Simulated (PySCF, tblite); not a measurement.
# C₃H₆NS₂Si radical: geometry, infrared bands and EPR parameters

What infrared bands and EPR parameters should C₃H₆NS₂Si radical (`[H]/N=[C]/[C@@H]1CS[SiH2]S1`) show?

Computed with tblite 0.8.0 and PySCF 2.14.0, with density-fitted response routines of our own, on a single molecule in the gas phase. Atoms are numbered from 0 throughout.

**1. The molecule as given**

13 atoms, charge 0, multiplicity 2; geometry from: force field or distance geometry start.

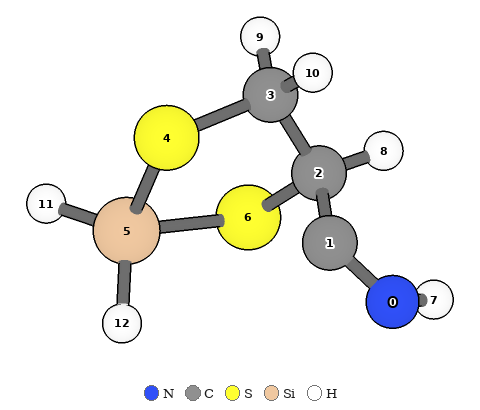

As it starts; nitrogen blue, carbon grey, sulfur yellow, silicon light orange, hydrogen white, atoms numbered.

**2. Optimising the geometry with GFN2-xTB**

Job settings and geometry (Å):

```
{"job": {"kind": "relax", "xc": "GFN2-xTB", "basis": "xTB"}, "charge": 0, "multiplicity": 2}
N      2.210200    -1.185300     0.798600
C      1.186600    -0.401500     0.809300
C      0.764500     0.265400    -0.426800
C     -0.028200     1.493500    -0.046500
S     -1.374800     0.959500     1.073000
Si    -1.960400    -0.871400     0.093700
S     -0.343600    -0.855500    -1.338500
H      2.712300    -1.333500    -0.064500
H      1.614300     0.545400    -1.073700
H     -0.373300     2.116100    -0.867200
H      0.649800     2.121500     0.575900
H     -3.280300    -0.813800    -0.519600
H     -1.781700    -2.039800     0.968700
```

Run with:

```sh
OMP_NUM_THREADS=1 python probes_run.py task.json out
```

One launch serves the whole session: the jobs run in the order shown.

What it wrote:

```text
step      E/eV     max force
  0    -559.15130    5.330
  1    -559.20274    7.013
  2    -559.42140    1.395
  3    -559.45927    0.845
  4    -559.55459    0.809
  5    -559.58837    0.756
  6    -559.63992    0.595
  7    -559.67813    0.517
  8    -559.71238    0.390
  9    -559.72904    0.332
 10    -559.73757    0.327
 11    -559.74562    0.306
 12    -559.75343    0.225
 13    -559.75865    0.175
 14    -559.76119    0.092
 15    -559.76267    0.091
 16    -559.76391    0.086
 17    -559.76511    0.103
 18    -559.76632    0.090
 19    -559.76744    0.093
 20    -559.76842    0.091
 21    -559.76929    0.100
 22    -559.77017    0.084
 23    -559.77109    0.098
 24    -559.77206    0.092
 25    -559.77303    0.079
 26    -559.77398    0.083
 27    -559.77506    0.085
 28    -559.77657    0.131
 29    -559.77880    0.195
 30    -559.78192    0.212
 31    -559.78624    0.268
 32    -559.79248    0.325
 33    -559.80181    0.425
 34    -559.80406    0.713
 35    -559.80675    0.958
 36    -559.83282    0.479
 37    -559.84779    0.322
 38    -559.87136    0.987
 39    -559.88937    0.378
 40    -559.90896    0.355
 41    -559.92318    0.380
 42    -559.92771    0.535
 43    -559.93214    0.227
 44    -559.93719    0.196
 45    -559.94392    0.168
 46    -559.94577    0.128
 47    -559.94723    0.093
 48    -559.94835    0.093
 49    -559.95051    0.143
 50    -559.95383    0.231
 51    -559.95915    0.280
 52    -559.96701    0.266
 53    -559.98077    0.419
 54    -560.00300    0.894
 55    -560.01807    1.146
 56    -560.00838    1.925
 57    -560.06030    1.452
 58    -560.08385    1.567
 59    -560.10964    0.596
 60    -560.12366    0.314
 61    -560.13071    0.193
 62    -560.13635    0.192
 63    -560.14031    0.188
 64    -560.14438    0.248
 65    -560.14751    0.176
 66    -560.15050    0.215
 67    -560.15356    0.176
 68    -560.15605    0.142
 69    -560.15801    0.118
 70    -560.15933    0.075
 71    -560.16045    0.064
 72    -560.16164    0.079
 73    -560.16303    0.100
 74    -560.16425    0.095
 75    -560.16504    0.073
 76    -560.16554    0.061
 77    -560.16599    0.047
 78    -560.16643    0.057
 79    -560.16684    0.048
 80    -560.16720    0.048
 81    -560.16757    0.052
 82    -560.16799    0.052
 83    -560.16843    0.058
 84    -560.16882    0.057
 85    -560.16920    0.047
 86    -560.16972    0.058
 87    -560.17048    0.076
 88    -560.17144    0.095
 89    -560.17233    0.099
 90    -560.17299    0.087
 91    -560.17360    0.074
 92    -560.17446    0.073
 93    -560.17568    0.082
 94    -560.17706    0.079
 95    -560.17828    0.070
 96    -560.17925    0.068
 97    -560.18001    0.065
 98    -560.18067    0.064
 99    -560.18125    0.079
100    -560.18168    0.064
101    -560.18204    0.061
102    -560.18236    0.037
103    -560.18264    0.030
104    -560.18274    0.031
105    -560.18293    0.040
106    -560.18312    0.042
107    -560.18341    0.039
108    -560.18368    0.038
109    -560.18389    0.033
110    -560.18404    0.033
111    -560.18421    0.036
112    -560.18446    0.070
113    -560.18486    0.101
114    -560.18544    0.109
115    -560.18595    0.075
116    -560.18621    0.032
117    -560.18630    0.035
118    -560.18636    0.020
119    -560.18642    0.026
120    -560.18653    0.028
121    -560.18657    0.018
122    -560.18659    0.009
```

Run time: 3.5 s. Hardware: 1 thread of Intel Xeon at 2.50GHz, shared host.

The steps of the relaxation: (not every step is listed)

```tsv
step	energy from step 0 (eV)	largest force (eV/Å)
0	0.0000	5.3301
1	-0.0514	7.0126
2	-0.2701	1.3951
3	-0.3080	0.8445
4	-0.4033	0.8094
5	-0.4371	0.7557
6	-0.4886	0.5950
7	-0.5268	0.5169
8	-0.5611	0.3900
18	-0.6150	0.0900
28	-0.6253	0.1310
38	-0.7201	0.9866
48	-0.7971	0.0930
58	-0.9325	1.5668
68	-1.0048	0.1420
78	-1.0151	0.0572
88	-1.0201	0.0948
98	-1.0294	0.0639
108	-1.0324	0.0380
117	-1.0350	0.0347
118	-1.0351	0.0204
119	-1.0351	0.0265
120	-1.0352	0.0276
121	-1.0353	0.0182
122	-1.0353	0.0091
```

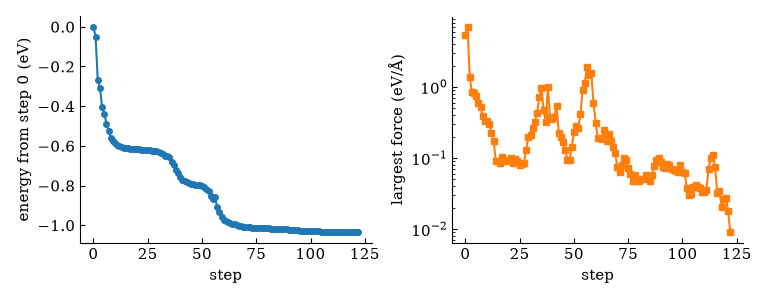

Energy and force, step by step.

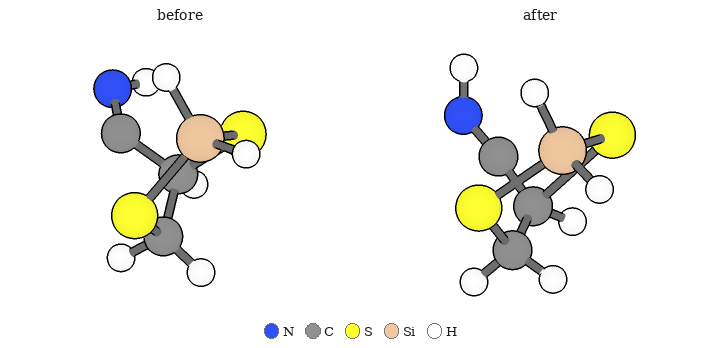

Before and after, at one scale.

Distances of close pairs at the start and the end, largest changes first:

```tsv
bond	before (Å)	after (Å)	change (Å)
C2–S6	1.821	2.566	+0.746
C1–C2	1.467	1.320	-0.147
N0–C1	1.289	1.196	-0.093
Si5–S6	2.160	2.083	-0.077
C2–H8	1.104	1.079	-0.025
S4–Si5	2.157	2.179	+0.022
C3–H10	1.114	1.093	-0.021
Si5–H12	1.471	1.449	-0.021
```

The final coordinates are the input of the step that follows.

**3. Infrared spectrum with GFN2-xTB**

Job settings and geometry (Å):

```
{"job": {"kind": "ir", "xc": "GFN2-xTB", "basis": "xTB"}, "charge": 0, "multiplicity": 2}
N      2.482277    -0.910710     0.796242
C      1.748652    -0.228304     0.143023
C      1.009130     0.634990    -0.527690
C     -0.054119     1.464293     0.118907
S     -1.075363     0.537313     1.314684
Si    -1.894997    -0.953662    -0.046566
S     -0.461697    -1.210962    -1.535398
H      2.445737    -1.905819     0.949081
H      1.316122     0.902267    -1.527268
H     -0.707458     1.896264    -0.637914
H      0.393818     2.270880     0.704580
H     -3.123923    -0.383071    -0.572181
H     -2.082568    -2.112994     0.802773
```

What it wrote:

```text
mode    cm-1     km/mol
  1      43.7      5.70
  2      74.3      4.35
  3      91.5      4.21
  4     171.8      6.95
  5     197.6      8.45
  6     212.7      0.71
  7     327.3      3.03
  8     377.8      9.78
  9     453.5     42.03
 10     473.8     56.90
 11     533.0     69.39
 12     561.2      8.98
 13     576.5     21.20
 14     592.9     23.20
 15     656.6    105.84
 16     705.8     93.57
 17     753.7    157.32
 18     769.0    183.23
 19     842.6    233.85
 20     853.4    231.46
 21     975.5      8.47
 22    1102.4      3.21
 23    1116.5      2.98
 24    1212.3      3.95
 25    1357.4      0.91
 26    1419.4      4.39
 27    2196.4    769.44
 28    2327.6    236.55
 29    2370.6    161.83
 30    2950.8      1.53
 31    2990.2      5.43
 32    3071.2      6.38
 33    3417.5     27.60
```

Run time: 1.8 s. Hardware: 1 thread of Intel Xeon at 2.50GHz, shared host.

Which atoms move in the most intense modes:

```tsv
cm⁻¹	km/mol	atoms
657	105.8	H11 45 %, H12 37 %
754	157.3	H8 39 %, H7 31 %
769	183.2	H11 40 %, H12 39 %
843	233.8	H7 36 %, C3 16 %, H9 16 %, H10 14 %
853	231.5	H7 37 %, H10 17 %, C3 16 %, H9 13 %
2196	769.4	C1 68 %, N0 23 %
2328	236.6	H11 92 %
2371	161.8	H12 92 %
```

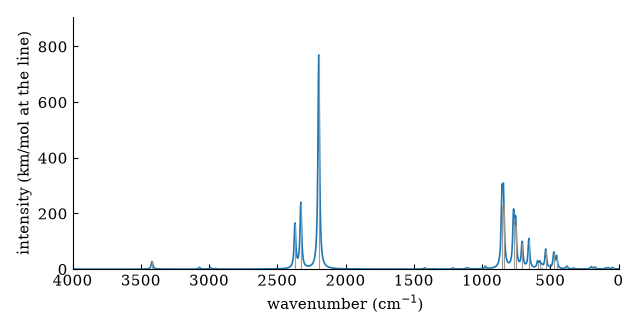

The infrared spectrum from these modes, unscaled. Lines are broadened to a width of 14 cm⁻¹ (Lorentzian).

The optimised geometry no longer has the bonds of the starting formula, so what follows describes that rearranged structure.

**4. EPR parameters: B3LYP/pcH-1**

Same as in step 3 but for these lines:

```diff
@@ -1,2 +1,2 @@
-{"job": {"kind": "ir", "xc": "GFN2-xTB", "basis": "xTB"}, "charge": 0, "multiplicity": 2}
+{"job": {"kind": "epr", "basis": "pcH-1"}, "charge": 0, "multiplicity": 2}
 N      2.482277    -0.910710     0.796242
```

Method: UKS B3LYP, pcH-1 on C H N S Si, non-relativistic, mean-field spin-orbit, GIAO.

What it wrote:

```text
UKS, coarse grid
  cycle   1  E = -1258.48311599  |g| = 3.40e-01
  cycle   2  E = -1258.39366588  |g| = 5.18e-01
  cycle   3  E = -1258.54702420  |g| = 9.76e-02
  cycle   4  E = -1258.55039527  |g| = 6.35e-02
  cycle   5  E = -1258.55219925  |g| = 2.30e-02
  cycle   6  E = -1258.55246511  |g| = 9.09e-03
  cycle   7  E = -1258.55251759  |g| = 3.88e-03
  cycle   8  E = -1258.55252849  |g| = 1.72e-03
  cycle   9  E = -1258.55252984  |g| = 7.74e-04
UKS, final grid
  cycle   1  E = -1258.55253982  |g| = 1.23e-03
  cycle   2  E = -1258.55253808  |g| = 2.19e-03
  cycle   3  E = -1258.55254066  |g| = 1.96e-04
  cycle   4  E = -1258.55254068  |g| = 8.15e-05
  cycle   5  E = -1258.55254069  |g| = 5.83e-05
  cycle   6  E = -1258.55254069  |g| = 1.63e-05
E = -1258.55254069 Eh   <S^2> = 0.7532 (exact 0.7500)
g shifts (ppm)      1          2          3
  rmc          -222       -222       -222
  gc            -13         43         13
  oz_so          22      18252      33892
  total        -213      18072      33682
hyperfine (MHz)  atom isotope    a_iso     a_fc   dipolar eigenvalues
    0   14N      24.43      24.43     -3.64     -3.58      7.22
    1   13C      -2.37      -2.37    -16.66    -13.37     30.03
    2   13C      43.74      43.74    -17.70    -16.21     33.91
    3   13C       0.58       0.58     -1.09      0.07      1.02
    4   33S      -1.72      -1.72     -4.49     -4.33      8.82
    5  29Si      19.69      19.69     -0.87      0.16      0.71
    6   33S      41.64      41.64    -58.13    -57.84    115.97
    7    1H      56.34      56.34     -5.00     -1.24      6.24
    8    1H      -1.63      -1.63     -9.31     -2.74     12.05
    9    1H       6.82       6.82     -2.34     -0.94      3.29
   10    1H      24.38      24.38     -2.34     -1.17      3.50
   11    1H      14.59      14.59     -1.99     -1.36      3.35
   12    1H       8.33       8.33     -1.87     -1.36      3.23
```

It took 2.8 min on 1 thread of Intel Xeon at 2.50GHz, shared host; peak memory 1 GiB.

Principal g values 2.00211, 2.02039, 2.03600; g(iso) = 2.01950, against 2.00232 for a free electron. They are not to be trusted: the run shows a large g shift, which the driver flags as unsure.

Hyperfine couplings, nucleus by nucleus at this fixed geometry (no averaging over rotations):

```tsv
nuclei	isotope	a(iso) (MHz)	a(iso) (G, at g = 2.0023)	largest dipolar term (MHz)
H7	1H	56.3	20.1	6.2
C2	13C	43.7	15.6	33.9
S6	33S	41.6	14.9	116.0
N0	14N	24.4	8.7	7.2
H10	1H	24.4	8.7	3.5
Si5	29Si	19.7	7.0	-0.9
H11	1H	14.6	5.2	3.4
H12	1H	8.3	3.0	3.2
H9	1H	6.8	2.4	3.3
C1	13C	-2.4	-0.8	30.0
S4	33S	-1.7	-0.6	8.8
H8	1H	-1.6	-0.6	12.0
C3	13C	0.6	0.2	-1.1
```

Mulliken spin populations:

N0 0.07; C1 0.13; C2 0.13; C3 -0.01; S4 0.04; Si5 -0.01; S6 0.62; H7 0.02; H8 0.00; H9 0.00; H10 0.00; H11 0.01; H12 0.00

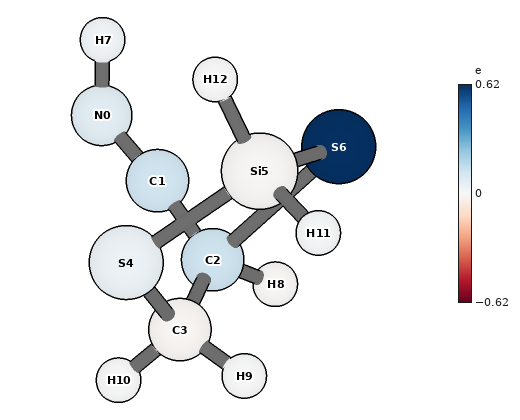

Mulliken spin populations, as colours on the atoms.

The fields below are evaluated on a grid from the run's orbitals.

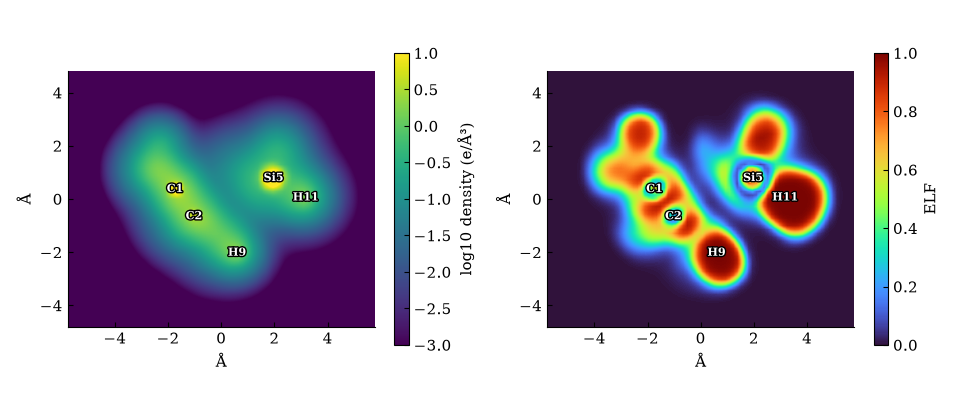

Density (left) and ELF (right) in a plane through or near 5 of the atoms.

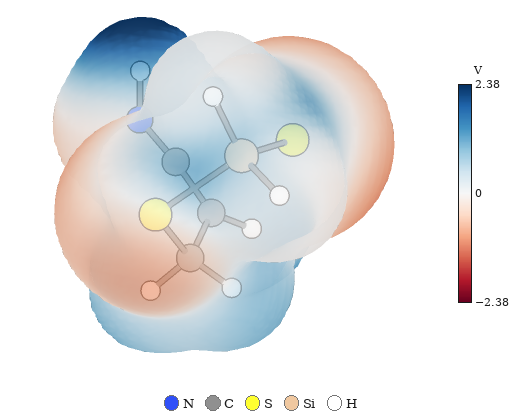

The potential that a unit positive charge feels on the 0.002 e/bohr³ surface, from the 1st to the 99th percentile, from -0.96 V near S6 to 2.38 V near H7.

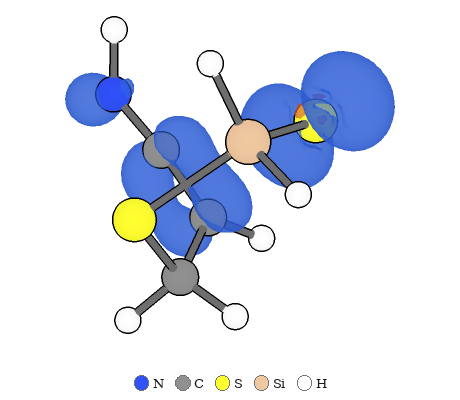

Spin density at ±0.05 e/Å³ (alpha excess blue, beta excess red).

**5. Outcome**

| quantity | value |
| --- | --- |
| strongest single infrared mode (GFN2-xTB) | 2196 cm⁻¹, 769 km/mol |
| zero-point energy (GFN2-xTB) | 51.1 kcal/mol |
| g(iso) (B3LYP) | 2.01950 |
| ⟨S²⟩ | 0.753 (exact 0.75) |
| largest a(iso) | 1H on H7, 56.3 MHz |
| surface potential, 1st and 99th percentile | -0.96 V and 2.38 V |
| property runs in this session | 1, of which 0 failed and 1 gave unsound results |

The optimisation took 122 steps and gained 1.035 eV; among the close pairs (by a distance rule), C2–S6 changed most, from 1.821 to 2.566 Å. No mode is imaginary among the 33: a minimum at this level. The strongest single mode, at 2196 cm⁻¹, moves mainly C1. GFN2-xTB is a fitted tight-binding method: band positions and strengths are rough. Its intensities can rank the bands wrongly. The structure rearranged or came apart on optimisation; the results belong to the end geometry, not to the formula as drawn. S6 carries the largest spin population, 0.62 e. The isotropic g lies 17.2 ppt above the free-electron value. These values are not to be trusted: the run shows a large g shift, which the driver flags as unsure.
